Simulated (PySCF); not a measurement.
# Geometry relaxation, with input and output: CH12Ge4 (part 2 of 2)

Continued. System: CH12Ge4. Method: PBE0-D3(BJ)/def2-SVP geometry optimisation, gas phase (PySCF 2.14.0). 

Geometry of the input (Å):
```
Ge 0.0797  -0.0640  -0.0228
Ge 0.0830  0.3190  2.3577
Ge -1.6848  -1.6120  -0.6627
Ge -0.1328  2.0620  -1.2056
C  1.8162  -0.8283  -0.5456
H  0.3871  1.7491  2.7469
H  1.1351  -0.4967  3.0785
H  -1.1844  0.0131  3.0616
H  -2.2819  -1.3383  -1.9807
H  -1.1781  -3.0315  -0.7240
H  -2.8415  -1.6672  0.2992
H  -1.5002  2.2874  -1.8369
H  0.7966  2.2367  -2.3305
H  0.0251  3.2697  -0.3228
H  1.9722  -1.7842  -0.0324
H  2.6282  -0.1365  -0.2492
H  1.8708  -0.9787  -1.6106
```

**Trajectory as extended XYZ, continued**
```
17
Properties=species:S:1:pos:R:3:forces:R:3 step=9 energy=-227247.63213
Ge    0.2242   -0.0146   -0.0283   -0.1300  -0.0703   0.0318
Ge    0.0974    0.1886    2.3871    0.0170   0.0194   0.0289
Ge   -1.4464   -1.6652   -0.6601   -0.0189  -0.0127  -0.0372
Ge   -0.4458    2.0813   -1.0532    0.0533   0.0281  -0.0407
C     1.9977   -0.6169   -0.6238    0.0083   0.0274  -0.0108
H     1.0139    1.3080    2.9223    0.0046  -0.0066  -0.0141
H     0.5081   -1.1365    3.0618    0.0004   0.0022  -0.0034
H    -1.3517    0.5137    2.8026    0.0149  -0.0031  -0.0085
H    -1.4644   -1.8803   -2.1891    0.0067   0.0066   0.0181
H    -1.1744   -3.0290    0.0088    0.0174   0.0136   0.0024
H    -2.8472   -1.1888   -0.2263    0.0115   0.0001  -0.0001
H    -1.9708    2.2590   -0.9273   -0.0056  -0.0070   0.0088
H    -0.0786    2.0764   -2.5524   -0.0116   0.0090   0.0136
H     0.2356    3.2962   -0.3909    0.0126  -0.0170  -0.0049
H     2.2334   -1.5829   -0.1546    0.0158   0.0021   0.0007
H     2.7747    0.1112   -0.3510   -0.0035   0.0048   0.0097
H     1.9985   -0.7443   -1.7161    0.0071   0.0036   0.0058
17
Properties=species:S:1:pos:R:3:forces:R:3 step=10 energy=-227247.63619
Ge    0.1998   -0.0216   -0.0259   -0.1000  -0.0423   0.0502
Ge    0.1014    0.1857    2.3907    0.0157   0.0137   0.0244
Ge   -1.4499   -1.6858   -0.6697   -0.0314   0.0032  -0.0412
Ge   -0.4510    2.0815   -1.0489    0.0717  -0.0004  -0.0615
C     1.9840   -0.5974   -0.6183   -0.0014  -0.0003  -0.0067
H     1.0520    1.2869    2.9029    0.0073  -0.0012  -0.0098
H     0.4973   -1.1443    3.0641    0.0019  -0.0024  -0.0031
H    -1.3307    0.5435    2.8348    0.0028  -0.0024  -0.0122
H    -1.4377   -1.9101   -2.1970    0.0064   0.0031   0.0116
H    -1.1870   -3.0428    0.0142    0.0245   0.0050   0.0085
H    -2.8600   -1.2107   -0.2668    0.0054   0.0000   0.0024
H    -1.9668    2.3095   -0.9097   -0.0188  -0.0122   0.0170
H    -0.0988    2.0469   -2.5515   -0.0174   0.0215   0.0096
H     0.2798    3.2784   -0.4085    0.0111  -0.0045   0.0020
H     2.2304   -1.5620   -0.1516    0.0214   0.0053  -0.0012
H     2.7499    0.1399   -0.3387   -0.0077   0.0056   0.0074
H     1.9913   -0.7218   -1.7108    0.0086   0.0084   0.0024
17
Properties=species:S:1:pos:R:3:forces:R:3 step=11 energy=-227247.64033
Ge    0.1645   -0.0339   -0.0217   -0.0311  -0.0013   0.0358
Ge    0.1071    0.1812    2.3952    0.0040   0.0093   0.0091
Ge   -1.4581   -1.7133   -0.6849   -0.0230   0.0125  -0.0260
Ge   -0.4535    2.0795   -1.0452    0.0519  -0.0239  -0.0466
C     1.9641   -0.5706   -0.6096   -0.0064  -0.0270   0.0048
H     1.1130    1.2477    2.8735    0.0062   0.0036  -0.0027
H     0.4695   -1.1584    3.0679    0.0022  -0.0063  -0.0016
H    -1.2983    0.5962    2.8708   -0.0070  -0.0001  -0.0059
H    -1.3939   -1.9601   -2.2064    0.0026  -0.0004  -0.0001
H    -1.2040   -3.0546    0.0311    0.0180  -0.0044   0.0084
H    -2.8815   -1.2395   -0.3329   -0.0030  -0.0028   0.0037
H    -1.9532    2.3732   -0.8627   -0.0182  -0.0066   0.0184
H    -0.1484    2.0176   -2.5567   -0.0154   0.0204   0.0005
H     0.3513    3.2464   -0.4396    0.0062   0.0068   0.0054
H     2.2332   -1.5319   -0.1482    0.0161   0.0053  -0.0037
H     2.7094    0.1833   -0.3183   -0.0088   0.0061   0.0025
H     1.9832   -0.6867   -1.7028    0.0059   0.0089  -0.0020
17
Properties=species:S:1:pos:R:3:forces:R:3 step=12 energy=-227247.64166
Ge    0.1508   -0.0398   -0.0202    0.0050   0.0072   0.0051
Ge    0.1085    0.1803    2.3965   -0.0056   0.0078  -0.0005
Ge   -1.4623   -1.7242   -0.6927   -0.0048   0.0088  -0.0065
Ge   -0.4518    2.0777   -1.0445    0.0179  -0.0161  -0.0150
C     1.9565   -0.5619   -0.6061   -0.0028  -0.0232   0.0105
H     1.1430    1.2253    2.8613    0.0020   0.0030   0.0004
H     0.4465   -1.1655    3.0694    0.0012  -0.0038  -0.0008
H    -1.2844    0.6279    2.8790   -0.0045   0.0001   0.0003
H    -1.3701   -1.9875   -2.2095   -0.0006   0.0003  -0.0036
H    -1.2103   -3.0547    0.0444    0.0066  -0.0049   0.0020
H    -2.8920   -1.2511   -0.3677   -0.0042  -0.0045   0.0028
H    -1.9420    2.3965   -0.8226   -0.0064   0.0003   0.0113
H    -0.1875    2.0145   -2.5631   -0.0089   0.0081  -0.0022
H     0.3882    3.2300   -0.4581    0.0027   0.0055   0.0018
H     2.2392   -1.5208   -0.1479    0.0053   0.0025  -0.0031
H     2.6904    0.2011   -0.3089   -0.0045   0.0035  -0.0005
H     1.9816   -0.6719   -1.6997    0.0016   0.0052  -0.0021
17
Properties=species:S:1:pos:R:3:forces:R:3 step=13 energy=-227247.64207
Ge    0.1493   -0.0414   -0.0205    0.0125   0.0020  -0.0120
Ge    0.1074    0.1822    2.3959   -0.0085   0.0060  -0.0033
Ge   -1.4627   -1.7264   -0.6956    0.0044   0.0029   0.0031
Ge   -0.4500    2.0773   -1.0441   -0.0014  -0.0029   0.0041
C     1.9558   -0.5631   -0.6053    0.0006  -0.0093   0.0101
H     1.1503    1.2199    2.8586   -0.0009   0.0013   0.0010
H     0.4349   -1.1659    3.0695    0.0007  -0.0006   0.0001
H    -1.2828    0.6410    2.8762   -0.0005  -0.0004   0.0020
H    -1.3625   -1.9954   -2.2109   -0.0021   0.0019  -0.0025
H    -1.2086   -3.0534    0.0481    0.0006  -0.0024  -0.0027
H    -2.8949   -1.2560   -0.3776   -0.0018  -0.0040   0.0020
H    -1.9359    2.4013   -0.7980    0.0017   0.0028   0.0051
H    -0.2096    2.0194   -2.5667   -0.0046  -0.0005  -0.0017
H     0.4021    3.2253   -0.4659    0.0016   0.0012  -0.0020
H     2.2426   -1.5213   -0.1485   -0.0016   0.0000  -0.0011
H     2.6862    0.2026   -0.3065    0.0000   0.0005  -0.0011
H     1.9827   -0.6704   -1.6992   -0.0007   0.0015  -0.0009
17
Properties=species:S:1:pos:R:3:forces:R:3 step=14 energy=-227247.64235
Ge    0.1502   -0.0423   -0.0216    0.0114  -0.0021  -0.0172
Ge    0.1052    0.1857    2.3943   -0.0078   0.0022  -0.0032
Ge   -1.4615   -1.7274   -0.6976    0.0074  -0.0023   0.0061
Ge   -0.4487    2.0775   -1.0429   -0.0106   0.0065   0.0123
C     1.9565   -0.5667   -0.6048    0.0030   0.0037   0.0070
H     1.1500    1.2218    2.8568   -0.0023   0.0000   0.0008
H     0.4287   -1.1625    3.0698    0.0004   0.0019   0.0011
H    -1.2848    0.6483    2.8716    0.0015  -0.0008   0.0014
H    -1.3609   -1.9955   -2.2131   -0.0027   0.0029  -0.0009
H    -1.2029   -3.0543    0.0452   -0.0017  -0.0001  -0.0049
H    -2.8952   -1.2620   -0.3785    0.0007  -0.0022   0.0018
H    -1.9309    2.4049   -0.7773    0.0054   0.0031   0.0010
H    -0.2275    2.0238   -2.5684   -0.0022  -0.0051  -0.0010
H     0.4119    3.2230   -0.4715    0.0019  -0.0026  -0.0045
H     2.2436   -1.5250   -0.1484   -0.0053  -0.0016   0.0006
H     2.6863    0.1993   -0.3054    0.0026  -0.0022  -0.0008
H     1.9842   -0.6728   -1.6989   -0.0015  -0.0014   0.0005
```

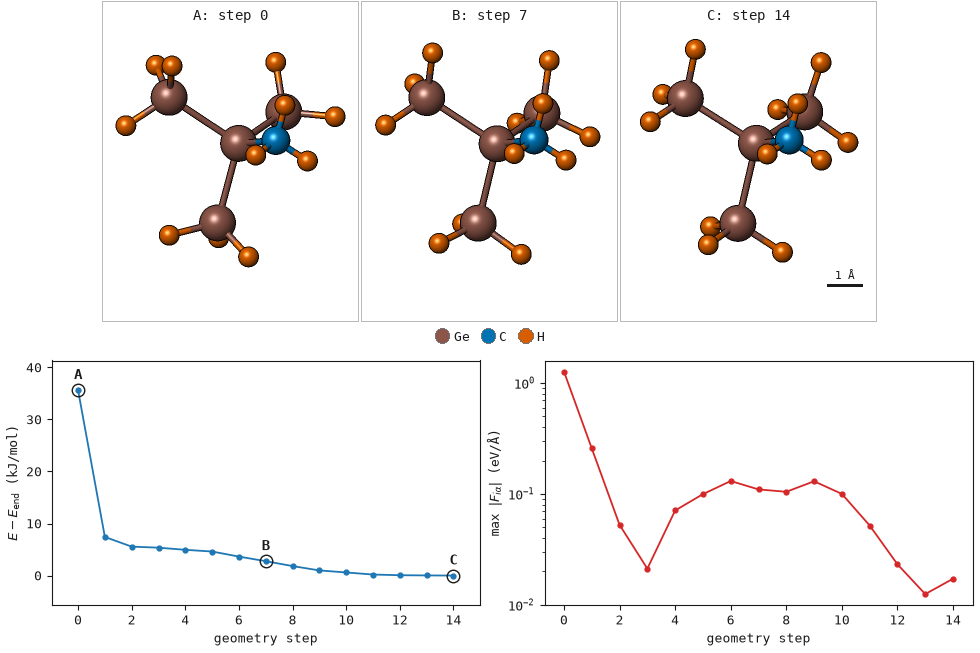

Frames of the relaxation (ball-and-stick view, seen at a tilt) above the curves, on which the letters mark them (steps are counted from 0).

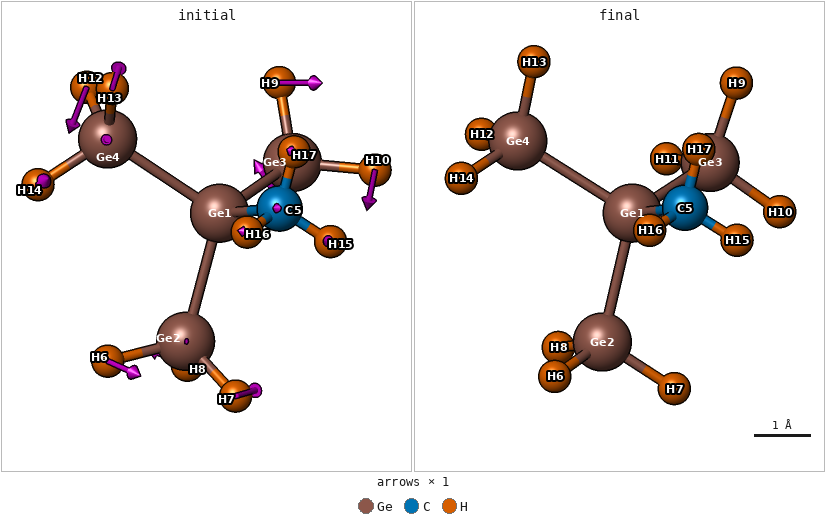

Before (left) and after (right) the relaxation, at one scale (ball-and-stick view, seen at a tilt). The pink arrows give the displacements, at true length. After 14 geometry steps the energy has fallen by 35.6 kJ/mol. The largest force component goes from 1.3 to 0.017 eV/Å. The atom that moves furthest after the best rigid fit is H9 (1.09 Å). Largest moves by element: H 1.09 Å, Ge 0.23 Å, C 0.19 Å. Distances before and after: Ge3–H9 1.473 → 1.542 Å, Ge2–H8 1.482 → 1.541 Å, Ge4–H14 1.504 → 1.542 Å, Ge2–H6 1.513 → 1.542 Å. Among the angles that change: Ge1–Ge2–H8 115.8° → 110.7°, H12–Ge4–H13 103.5° → 108.4°, Ge1–Ge4–H13 114.8° → 110.5°. (Atoms are counted from 1 in the order of the input.)

**Results in brief**

- outcome: converged
- total energy: −8351.196892 hartree
- dipole moment: 0.93 D
- point group: C1
- hardware: 1 CPU thread, shared host
- wall time: 8.8 min
- peak memory: 1.4 GiB
